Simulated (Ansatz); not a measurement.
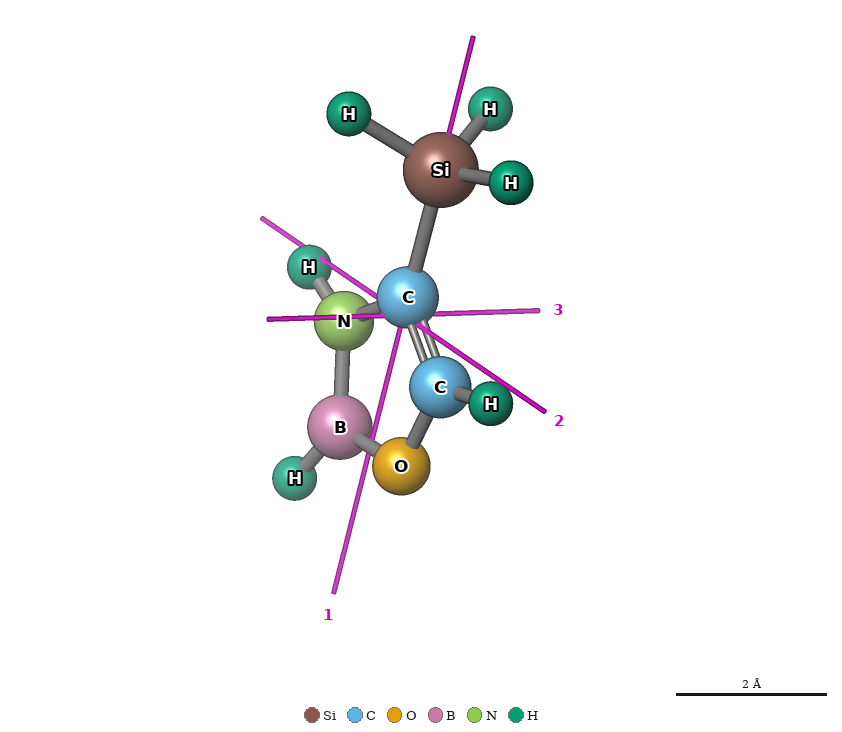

The three principal axes of inertia are drawn and numbered. Atoms fade into the background with distance from the viewer. Computed geometry: PBE-D4/def2-SVP optimisation. No frequency run is at hand to confirm it as a minimum. Masses are those of the most abundant isotopes; constants are for the rigid equilibrium geometry.

**Which line is the a axis (least moment of inertia), which b and which c?**

a is line 1, b is line 2, c is line 3; the moments are 62.4, 267, 324 u Å².

**Classify the rotor and give the rotational constants (MHz).**

An asymmetric top (Cs): A = 8096, B = 1890, C = 1560 MHz. Ray's parameter κ is −0.90, close to the prolate limit.
